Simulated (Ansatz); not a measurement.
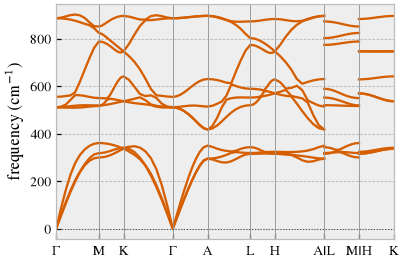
Phonon dispersion of TiB₂ in space group P6/mmm (No. 191; Ti on 1a, B on 2d), DFT-PBE in the program Ansatz with PAW potentials; imaginary frequencies are drawn negative

Is this phase dynamically stable?

Yes, on this path no branch is imaginary.

How high does the spectrum reach?

About 900 cm⁻¹ (27.0 THz).

The cell was relaxed with PBE under the symmetry of its start. No spin polarisation was allowed. As this level gives no gap, phonon frequencies hold no LO–TO term and depend on the k-mesh and smearing (Fermi–Dirac, 0.1 eV here).

Potentials: the later of the program's two PAW sets.
